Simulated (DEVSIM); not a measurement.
Structure: abrupt Si n-p junction, at 300 K.

```tsv
layer (left to right)	material	thickness (μm)	Nd (cm⁻³)	Na (cm⁻³)	τn (s)	τp (s)
1	Si	5.30	3.9e17	-	0.00097	0.00097
2	Si	0.390	-	1.2e14	0.00097	0.00097
```

Left contact: ohmic. Right contact: ohmic. Voltage is applied to the left contact. Recombination: SRH at mid-gap, Auger. Mobility is constant in doping.

The device is made up for the run: typed textbook-type constants, with dimensions and the other settings drawn at random. Values at 300 K.

```csv
parameter,Si
gap (eV),1.124
affinity (eV),4.05
permittivity,11.7
Nc (cm⁻³),2.86e19
Nv (cm⁻³),3.1e19
μn (cm²/Vs),1417
μp (cm²/Vs),470
Cn (cm⁶/s),2.8e-31
Cp (cm⁶/s),9.9e-32
```

Model (solved in DEVSIM): 1D drift-diffusion, Boltzmann statistics, complete ionisation; no tunnelling, impact ionisation, image-force lowering or self-heating.

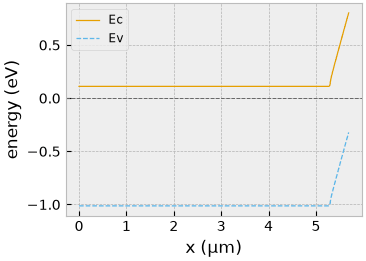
Figure: Band edges at zero bias

Energies count from the Fermi level of the right contact; mesh points crowd at the junctions.

```csv
x (μm),Ec (eV),Ev (eV),n (cm⁻³),p (cm⁻³),field (V/cm)
0.000,0.111,-1.013,3.9e17,300,≈ 0
0.02021,0.111,-1.013,3.9e17,300,≈ 0
0.06066,0.111,-1.013,3.9e17,300,≈ 0
0.1315,0.111,-1.013,3.9e17,300,≈ 0
0.3254,0.111,-1.013,3.9e17,300,≈ 0
0.6436,0.111,-1.013,3.9e17,300,≈ 0
1.201,0.111,-1.013,3.9e17,300,≈ 0
2.650,0.111,-1.013,3.9e17,300,≈ 0
3.924,0.111,-1.013,3.9e17,300,≈ 0
4.561,0.111,-1.013,3.9e17,300,≈ 0
4.908,0.111,-1.013,3.9e17,300,≈ 0
5.146,0.111,-1.013,3.9e17,300,≈ 0
5.227,0.111,-1.013,3.9e17,300,≈ 0
5.271,0.111,-1.012,3.8e17,300,670
5.301,0.143,-0.981,1.1e17,1000,34000
5.321,0.194,-0.930,1.6e16,7300,20000
5.356,0.256,-0.868,1.4e15,81000,17000
5.420,0.362,-0.762,2.3e13,5000000,17000
5.550,0.576,-0.548,6.0e9,2.0e10,16000
5.620,0.689,-0.435,7.7e7,1.5e12,16000
5.662,0.757,-0.367,5400000,2.1e13,16000
5.690,0.802,-0.322,970000,1.2e14,16000
```
